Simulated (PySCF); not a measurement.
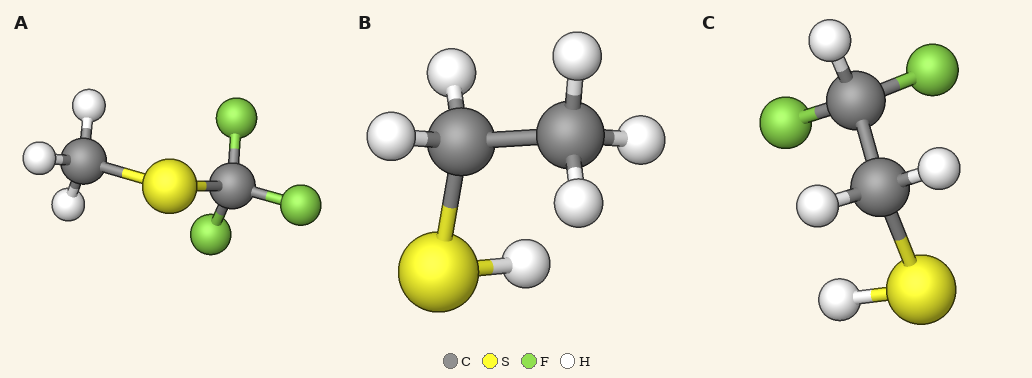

(Drawn from a calculation with PySCF.)

> Which panel belongs to which SMILES?
(1) FC(F)CS
(2) CCS
(3) CSC(F)(F)F

A is (3), B is (2), C is (1).
